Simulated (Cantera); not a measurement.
A closed system holds: 1 mol Al2O3, 3.5 mol Cl2, 9.1 mol H2, 0.00015 mol O2, equilibrated at 0.0825 Torr.

These are equilibrium values from Cantera (NASA tables, ideal gas, pure condensed phases), not measurements of a reactor. Candidate condensed phases: Al, AlCl3, Al2O3, H2O; 29 gas species. The tables' values for AlCl2 are old estimates; treat these amounts as uncertain. Condensed phases not in the tables: AlOCl. Kinetics and transport are ignored.

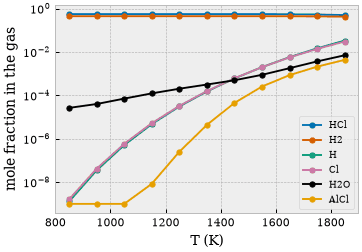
Equilibrium gas composition (values under 1e-9 drawn at 1e-9)

From 850 K to 1850 K the condensed part is Al2O3(s). The main Al-bearing gas is AlCl3 at 850 K and AlCl at 1850 K.
